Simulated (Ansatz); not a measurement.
Fields on a plane of Be (hcp, Mg type)

```
Be
1.0
    2.26371     0.00000     0.00000
   -1.13186     1.96043     0.00000
    0.00000     0.00000     3.56389
Be
2
Direct
  0.33333   0.66667   0.75000
  0.66667   0.33333   0.25000
```

The slice is a (1 -1 0 0) plane (indices of the conventional cell) through the point (0.333, 0.667, 0.750) (fractional), spanned by u = [110] and v = [001] in vectors of this cell: u (2.26 Å) and v (3.56 Å, at 90° to u). It covers one period; positions are fractions (u, v).

Atoms on it: Be at (0.00, 0.00). Other atoms lie within 1 Å of the plane.

These are r2SCAN (plane waves to 500 eV, PAW, scalar-relativistic; Ansatz, an electronic-structure program) values and carry that method's errors. k mesh 23×23×13. Inside the PAW spheres the values are not all-electron values, and peaks at nuclei hang on which shells count as valence. Be was relaxed with its symmetry unable to fall.

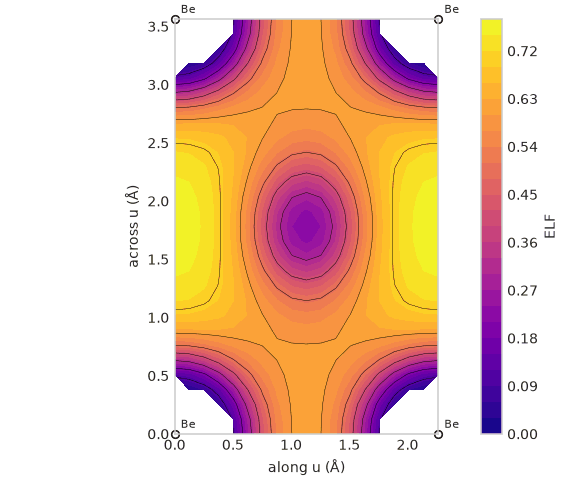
Figure. Electron localisation function (ELF), one period of the plane, atoms marked. Points within 0.4 Å of a nucleus are left white, as the pseudised field means little there.

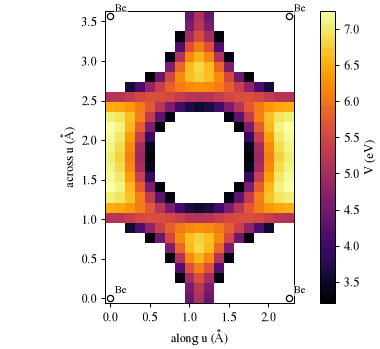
Figure. Electrostatic potential energy of an electron, from the cell's mean, in eV, one period of the plane, atoms marked. Points within 0.9 Å of a nucleus are left white, as the pseudised field means little there. The zero, the cell's mean, hangs on the PAW cores.

| Item | Result |
|---|---|
| Density on the Be–Be line (2.26 Å) at its midpoint | 0.26 e/Å³ |
| ELF at that point | 0.62 |
| ELF maximum in the middle third of the Be–Be line | 0.62, 1.1 Å from Be |
